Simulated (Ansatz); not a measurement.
# Au-Ir stack of (111) layers: lattice stability ahead of a resistivity run, part 2 of 3

Question: is the lattice of Au-Ir stack of (111) layers stable, and if so, what are its coupling constant and resistivity?

Ansatz 0.2.0; DFT PBE, scalar-relativistic, plane waves, PAW; PAW set soft_1.

So far: Set-up; Rough relaxation.

## Step 3: Relaxation

Lattice constant and positions set the bands and the force constants, so the cell is relaxed first.

input.yaml reads:

```yaml
crystal:
  lattice:
    - [2.6948076527, 2.865e-06, 0.0]
    - [-1.3474063075, 2.3337704531, 0.0]
    - [0.0, 0.0, 28.2340518678]
  atoms:
    - { symbol: Au, position: [0.0, 0.0, 0.1893929885] }
    - { symbol: Ir, position: [0.3333333333, 0.6666666667, 0.278730753] }
  periodic: [true, true, false]
kpoints:
  mp_grid: { grid: [12, 12, 1] }
hamiltonian:
  xc: pbe
  pseudopotentials: { kind: paw, azcp: { folder: soft_1 } }
scf:
  occupations: { method: gaussian, width: 0.1 }
output:
  forces: true
  stress: true
  eigenvalues: true
  write_density: true
  write_potential: true
  elf: true
  volumetric_format: npy
relax:
  adjacent_minimum: "off"
  f_tol: 0.005
  max_steps: 80
  cell: { stress_2d_tol: 0.02 }
```

Command:

```sh
$ ansatz run input.yaml --threads 4 --pin off --max-ram 20480MiB --backend cpu --events-out ev --progress --plain --runs-dir out
```

Numbers of over 12 decimals in the logs are rounded to 6 here.

The log of the run:

```text
[the first part of the log is left out]
  E_hartree    = 52261.445579
  E_xc         = -443.436526
  E_vxc        = -515.201247  (∫ρ·V_xc dr)
  E_paw        = -18996.923274  (= ΣΔE_a)
  E_vpaw       = -677.077002  (= ΣTr[D̂ρ^β])
  E_aug_tail   = 0.001951  (compensation charges beyond the density's cutoff)
  E_ewald      = 46719.289772
  E_smearing   = -0.011955  (= −TS)
  E_closure    = 0.000000  (closes the sum)
  Σ components = -25086.284178   (vs F -25086.284178, Δ=0.00e0)
--- Forces (eV/Å), atoms counted from 1 ---
  atom   1  Au     0.00000000    -0.00000000     0.00016370
  atom   2  Ir    -0.00000000     0.00000000    -0.00016352
  max |Σ_I F_I| component: 1.79e-7 eV/Å
--- 2D stress c σ (N/m, compression-positive) ---
        0.000306       0.000000       0.000000
       -0.000000       0.000306       0.000000
        0.000000       0.000000       0.000000
  P = ½ c Tr σ = 0.0003 N/m
--- Band table (eV; the first three rows and the last of 19) ---
[...]
--- Relaxed structure (4 steps of the walk, 4 accepted, 1 SCFs on fresh bases) ---
[...]
cell:  # Å, volume = 177.9375 Å³
    - [2.697626, 2.8679892061818003e-6, 0]
    - [-1.348816, 2.336211, 0]
    - [0, 0, 28.2340518678]
  atoms:
    - { symbol: Au, position: [1.1521756137969923e-19, -3.694982558672512e-17, 0.189650] }
    - { symbol: Ir, position: [0.333333, 0.666667, 0.278473] }
```

The job ended after 16 s (4 threads of Arm Neoverse V1, shared host; peak memory 0.48 GiB).

Relaxation path:

| step | energy less that of the first step (eV) | largest force component (eV/Å) | volume (Å³) |
| --- | --- | --- | --- |
| 1 | 0.0000 | 0.0291 | 177.57 |
| 2 | 0.0000 | 0.0397 | 177.84 |
| 3 | -0.0001 | 0.0087 | 178.28 |
| 4 | -0.0002 | 0.0002 | 177.94 |
| 5 | -0.0003 | 0.0002 | 177.94 |

The log counts 1 steps on a newly chosen plane-wave basis, not all of them marked here; energy and pressure can jump at such steps.

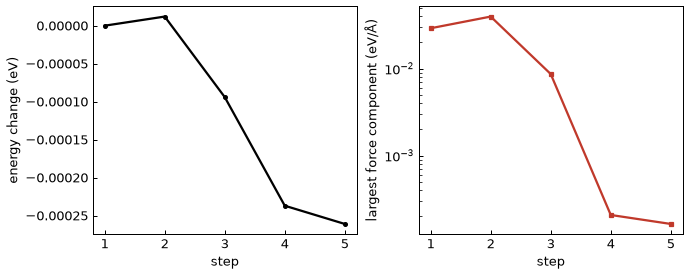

Energy and largest force along the relaxation.

| cell as run | before | after | change |
| --- | --- | --- | --- |
| a (Å) | 2.695 | 2.698 | +0.1 % |
| b (Å) | 2.695 | 2.698 | +0.1 % |

The relaxed structure:

```
Au Ir
1.0
     2.69763    0.00000    0.00000
    -1.34882    2.33621    0.00000
     0.00000    0.00000   28.23405
Au Ir
1 1
Cartesian
  0.0000 0.0000 5.3546
  0.0000 1.5575 7.8624
```

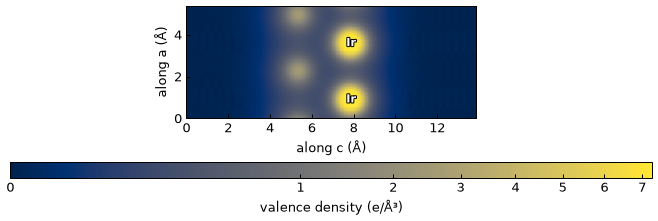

Valence density in the ca plane at fractional y = 0.667, with atoms of Ir within 0.2 Å of it. It is the smooth field of the valence electrons, not physical close to the nuclei. The colour scale is stretched toward low values. The far vacuum is left out of the map.

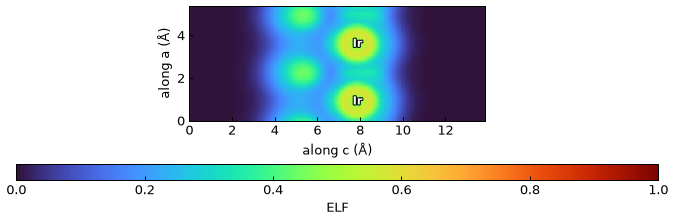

ELF in the ca plane at fractional y = 0.667, with atoms of Ir within 0.2 Å of it. It is the smooth field of the valence electrons, not physical close to the nuclei. The far vacuum is left out of the map.

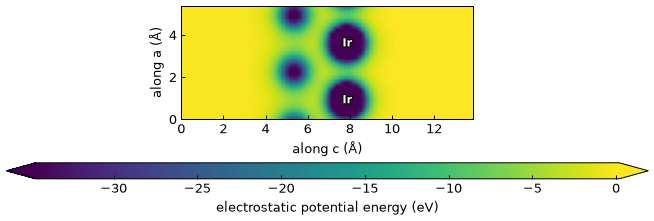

Electrostatic potential energy in the ca plane at fractional y = 0.667, with atoms of Ir within 0.2 Å of it. With pseudopotentials it is smooth inside the atoms' cores, unlike the true potential. The far vacuum is left out of the map.

## Step 4: Tight relaxation

Residual forces and stress shift phonon frequencies, so the cell is relaxed again, with tight thresholds and the mesh and smearing of this input.

input.yaml, the sections that differ from step 3:

```yaml
crystal:
  lattice:
    - [2.6976262366, 2.868e-06, 0.0]
    - [-1.3488156021, 2.3362114169, 0.0]
    - [0.0, 0.0, 28.2340518678]
  atoms:
    - { symbol: Au, position: [0.0, 0.0, 0.1896503335] }
    - { symbol: Ir, position: [0.3333333333, 0.6666666667, 0.278473408] }
  periodic: [true, true, false]
scf:
  occupations: { method: methfessel_paxton, width: 0.2 }
relax:
  adjacent_minimum: "off"
  f_tol: 0.001
  max_steps: 60
  cell: { stress_2d_tol: 0.002 }
# kpoints, hamiltonian, output: as in step 3
```

The log of the run:

```text
[the first part of the log is left out]
  E_hartree    = 52273.501317
  E_xc         = -443.440086
  E_vxc        = -515.206447  (∫ρ·V_xc dr)
  E_paw        = -18996.925704  (= ΣΔE_a)
  E_vpaw       = -677.079752  (= ΣTr[D̂ρ^β])
  E_aug_tail   = 0.001951  (compensation charges beyond the density's cutoff)
  E_ewald      = 46731.455682
  E_smearing   = 0.005830  (= −TS)
  E_closure    = 0.000000  (closes the sum)
  Σ components = -25086.275489   (vs F -25086.275489, Δ=0.00e0)
--- Forces (eV/Å), atoms counted from 1 ---
  atom   1  Au    -0.00000000     0.00000000    -0.00018529
  atom   2  Ir     0.00000000     0.00000000     0.00018540
  max |Σ_I F_I| component: 1.06e-7 eV/Å
--- 2D stress c σ (N/m, compression-positive) ---
       -0.001182       0.000000       0.000000
       -0.000000      -0.001182       0.000000
        0.000000       0.000000      -0.000000
  P = ½ c Tr σ = -0.0012 N/m
--- Band table (eV; the first three rows and the last of 19) ---
[...]
--- Relaxed structure (4 steps of the walk, 3 accepted, 1 SCFs on fresh bases) ---
[...]
cell:  # Å, volume = 177.9008 Å³
    - [2.697349, 2.8677273646778693e-6, 0]
    - [-1.348677, 2.335971, 0]
    - [0, 0, 28.2340518678]
  atoms:
    - { symbol: Au, position: [0, -3.7008966610541695e-17, 0.189657] }
    - { symbol: Ir, position: [0.333333, 0.666667, 0.278467] }
```

It took 16 s on 4 threads; peak memory 0.48 GiB.

Little changed from the start: no atom moved by 0.005 Å and no cell edge by 0.1 %.

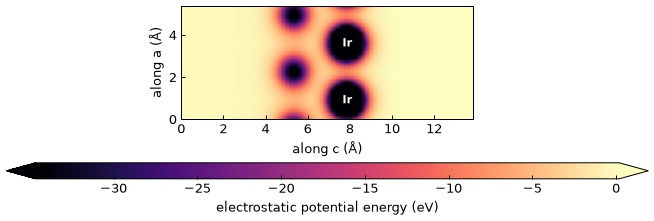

Electrostatic potential energy in the ca plane at fractional y = 0.667, with atoms of Ir within 0.2 Å of it. With pseudopotentials it is smooth inside the atoms' cores, unlike the true potential. The far vacuum is left out of the map.

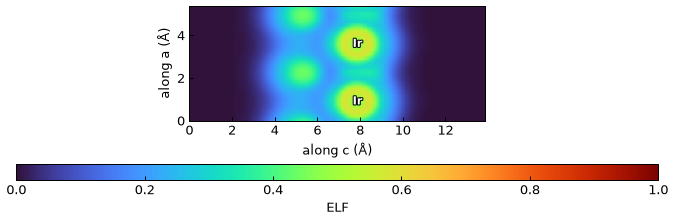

ELF in the ca plane at fractional y = 0.667, with atoms of Ir within 0.2 Å of it. It is the smooth field of the valence electrons, not physical close to the nuclei. The far vacuum is left out of the map.

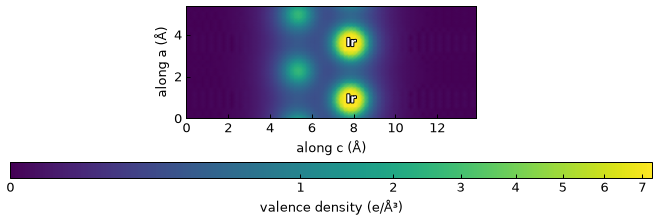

Valence density in the ca plane at fractional y = 0.667, with atoms of Ir within 0.2 Å of it. It is the smooth field of the valence electrons, not physical close to the nuclei. The colour scale is stretched toward low values. The far vacuum is left out of the map.

## Step 5: Phonons by linear response: q 2×2×1, k 8×8×1

Before any scattering is computed, the phonons show whether the structure is a minimum.

input.yaml reads:

```yaml
crystal:
  lattice:
    - [2.6973485435, 2.8677e-06, 0.0]
    - [-1.3486767553, 2.3359709276, 0.0]
    - [0.0, 0.0, 28.2340518678]
  atoms:
    - { symbol: Au, position: [0.0, 0.0, 0.1896571863] }
    - { symbol: Ir, position: [0.3333333333, 0.6666666667, 0.2784665552] }
  periodic: [true, true, false]
kpoints:
  mp_grid: { grid: [8, 8, 1] }
hamiltonian:
  xc: pbe
  pseudopotentials: { kind: paw, azcp: { folder: soft_1 } }
scf:
  occupations: { method: methfessel_paxton, width: 0.2 }
output:
  eigenvalues: true
phonons:
  method: dfpt
  qmesh: [2, 2, 1]
  temperatures: { t_max: 1000, t_step: 50 }
  qpath:
    path:
      - [0.0, 0.0, 0.0]
      - [0.5, 0.0, 0.0]
      - [0.33333333, 0.33333333, 0.0]
      - [0.0, 0.0, 0.0]
    npoints: 10
```

The log of the run:

```text
[...]
Crystal: 2 atoms, lattice volume = 177.901 Å³
Basis set: ecut = 420 eV, 3533 PW (Γ), exchange–correlation on 40×40×384 points (8 copies of the dense FFT grid, shifted against one another)
Bands: 22, of which v1, the nominal top of the filled ones, is band 18 counted from 1 (17 counted from 0)
Symmetry: 6 space group operations
k-points: 10 of 64 (time reversal used)
[...]
SCF iter   1: F=—  HF=-25088.030315 eV  |F-HF|=—  |Δ(HF+E_count)|=         —  Δρ=6.47e-2  dr2=4.56e1  ethr=3.10e-3  ⟨swp⟩=12.2  Hψ=1771  notcnv=0
[...]
SCF iter  16: F=-25086.226567 eV  HF=-25086.226567 eV  |F-HF|=7.64e-11  |Δ(HF+E_count)|=  1.75e-10  S|Δr|=    0.00e0  Δρ=4.37e-8  dr2=3.06e-12  ethr=1.00e-12  ⟨swp⟩=15.8  Hψ=1830  notcnv=0
SCF 1 converged in 16 iterations: F = -25086.226567 eV  dr2 = 3.06e-12
[...]
phonons: the bands overlap, so this run is a metal and interpolates without the dipole-dipole term. If the crystal is really an insulator or semiconductor, its LO-TO splitting is missing
NSCF: frozen V_eff on 10 k-points
WARN: eigensolver did not converge (k=0): 1 band(s) unlocked after 2 eigensolves, warm-restarted (20 sweeps on the last) at ethr=1.65e-12 eV (storage-precision floor; scheduled 1.00e-12 eV) (lowest unlocked band 21, counted from 0; max residual 6.48e-5 eV among the unlocked bands, 6.48e-5 eV over every band; other slots of this pass that fall short are told together in one closing line; warning suppressed until the next SCF loop or pass starts)
WARN: eigensolver did not converge in 6 slots of this pass, the one above among them; of largest residual over every band (k=3): 1 band(s) unlocked (lowest unlocked band 21, counted from 0; max residual 2.19e-4 eV among the unlocked bands, 2.19e-4 eV over every band); of lowest unlocked band (k=0): band 21
[...]
DFPT response loops at q = (0, 0, 0) (fractional): preconditioner auto → none (partly filled bands, converged f_vac=0.764); β = 0.50; Broyden in place of MSR1
[...]
SCF converged after 16 iterations
Stability not checked: this state was not tested for a lower state beside it, because cold or Methfessel-Paxton smearing, or corrected tetrahedra, fill the levels in a way that the test cannot read (fill_not_monotonic; see scf.lower_state_search)
Free energy (F): -25086.226567 eV
[...]
Internal energy: -25086.218893 eV  (E = F + TS)
E sigma→0 (E₀):  -25086.224649 eV
Entropy (-TS):   -0.007674 eV (-3.837 meV/atom)
Fermi energy:    -5.707709 eV
[...]
--- Band table (eV; the first three rows and the last of 10) ---
  k-point 0: bands = [... 14 lower, -8.0749, -7.5181, -7.5181, -7.3817, -5.1692, -5.0173, -5.0173, -0.5347]
  k-point 1: bands = [... 14 lower, -8.0979, -7.9425, -7.2580, -6.9542, -6.1089, -5.1294, -3.4157, -0.1327]
  k-point 2: bands = [... 14 lower, -8.1074, -8.1004, -7.4594, -5.9681, -5.6519, -5.3907, -1.4271, 1.0340]
  k-point 9: bands = [... 14 lower, -7.7806, -7.1236, -6.8561, -5.8098, -0.6270, -0.2286, 1.6151, 2.1777]
--- Phonons (Γ-DFPT): 4 representative perturbations + reference (Σ response iterations 21) ---
  ASR residual: 6.992e-5 → 0.000e0 eV/Å²; symmetrization residual: 2.379e-5 eV/Å²
  ASR residual per site (eV/Å²): 4.28e-5 6.99e-5
  Γ frequencies (cm⁻¹): 0.00 0.00 0.00 35.45 35.45 86.80
--- Phonons (arbitrary-q DFPT): 2 irreducible q on the 2×2×1 mesh ---
  q = [0.0000, 0.0000, 0.0000] (star 1, of the zone-centre solve; hermiticity 9.18e-6, symmetrization 4.41e-6): -0.00 0.00 0.00 35.45 35.45 86.80
  q = [0.0000, -0.5000, 0.0000] (star 3, 6 solved perturbations in 178 linear systems a pass and spin channel, the states on 34 of 64 k-point pairs; hermiticity 1.68e-6, symmetrization 1.02e-6): -59.08 12.32 50.13 108.09 146.84 210.06
  sum rule: each row above includes the acoustic sum rule's correction from the zone centre's row sums; it moved no ω² by more than (0.31 cm⁻¹)²
  mesh force constants: q→R imaginary residual 7.27e-18; ASR residual 6.992e-5 → 0.000e0 eV/Å²; symmetrization residual 1.421e-14 eV/Å²
  interpolated dispersion: 31 rows × 6 modes
  density of states and harmonic sums: on the 26×26×1 q-mesh, interpolated from the force constants of a 2×2×1 supercell (no non-analytic term)
  largest difference from the sums on the solved wave vectors: F 1.97e-2 eV, S 4.82e-5 and C_V 1.78e-5 eV/K
  zero-point energy: 0.029194 eV/cell   skipped modes (ω ≤ 0): 93, of them read as no rigid motion or as one in doubt: 90 (1.291e0 modes/cell left out, lowest -59.08 cm⁻¹)   left out of the sums: 2.16e-1 of the cell's modes: C_V's classical limit lies that fraction below 3 k_B per atom; for a crystal, a wire or a layer, F and S can be off by more, and a phonons.interpolated_qmesh denser along its periods is the remedy for the sampling
```

Run time: 42 s. Hardware: 4 threads; peak memory 0.81 GiB.

This step gave:

| Property | Result |
| --- | --- |
| share of imaginary modes in the plain interpolation between solved wavevectors | 0.2184 |
| highest frequency, solved or plainly interpolated | 210.1 cm⁻¹ |

Solved on the 2×2×1 mesh alone; all other wavevectors are interpolated. Phonon branches along the path, in cm⁻¹:

| point | branch 1 | branch 2 | branch 3 | branch 4 | branch 5 | branch 6 |
| --- | --- | --- | --- | --- | --- | --- |
| Γ | 0 | 0 | 0 | 36 | 36 | 87 |
| M | -59 | 12 | 50 | 108 | 147 | 210 |
| K | -19 | 44 | 99 | 104 | 177 | 177 |
| Γ | 0 | 0 | 0 | 36 | 36 | 87 |

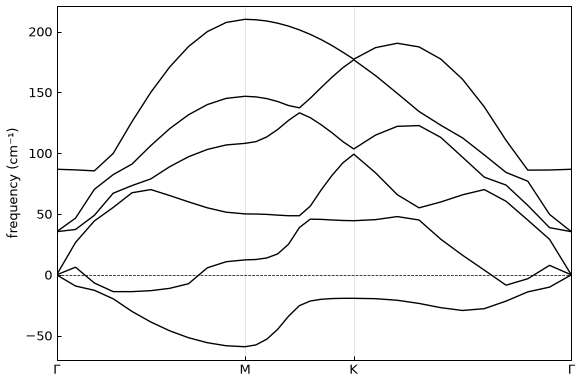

Phonon branches along the path.

Lowest modes at the softest wavevector of the mesh. The modes at q = (0.500, 0.000, 0.000) (shares of kinetic energy by element, %) (negative means imaginary):

| mode | frequency (cm⁻¹) | Au % | Ir % |
| --- | --- | --- | --- |
| 1 | -59.1 | 0 | 100 |
| 2 | 12.3 | 89 | 11 |
| 3 | 50.1 | 10 | 90 |
| 4 | 108.1 | 100 | 0 |
| 5 | 146.8 | 2 | 98 |
| 6 | 210.1 | 99 | 1 |

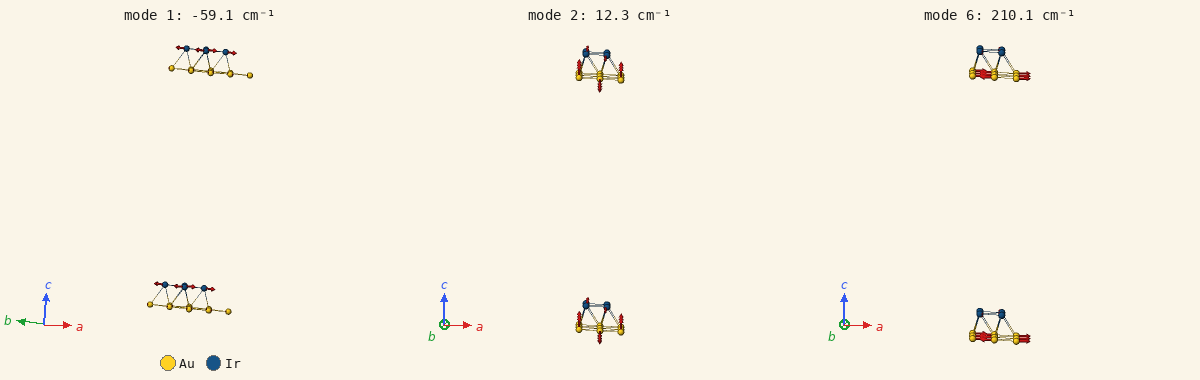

Displacement patterns of modes 1, 2 and 6 at q = (0.500, 0.000, 0.000); arrows are exaggerated. 2×2×2 cells are drawn. Some periodic images of atoms are drawn too.

Among the solved wavevectors the lowest mode, translations apart, is -59.1 cm⁻¹, imaginary.

[end of part 2 of 3]

[Logs are printed without paths, hosts, clocks, repeated set-up lines and the standing remarks that a program may print on its own settings, such as how far it seeks lower states.]

[Hosts, paths, dates, database ids (printed as entryN), source tags and the programs' standing remarks are cut or masked in the printed files.]
